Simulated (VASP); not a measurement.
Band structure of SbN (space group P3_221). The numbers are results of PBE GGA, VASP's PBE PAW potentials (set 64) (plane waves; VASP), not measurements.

Unless said otherwise, spin-orbit coupling is left out, though it shifts the bands of the heavy elements here.

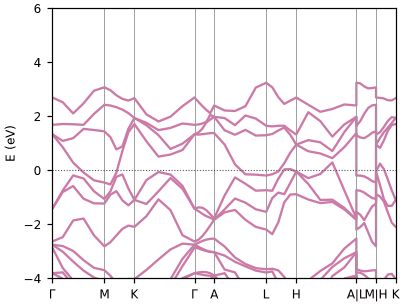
Fig. 1. Bands along high-symmetry lines, zero at the valence-band maximum or, without a gap, the Fermi level

Q: Read the plot: is there a gap, and where are the band edges?

A: It has no gap at this level: it comes out as a metal or semimetal.

The structure was generated: SbN was put into an ordered model structure, which need not be its known phase. The cell was not relaxed at this level. The k-mesh is coarse (spacing up to 0.34 per Å, 2π included), so the numbers may not be converged in it.
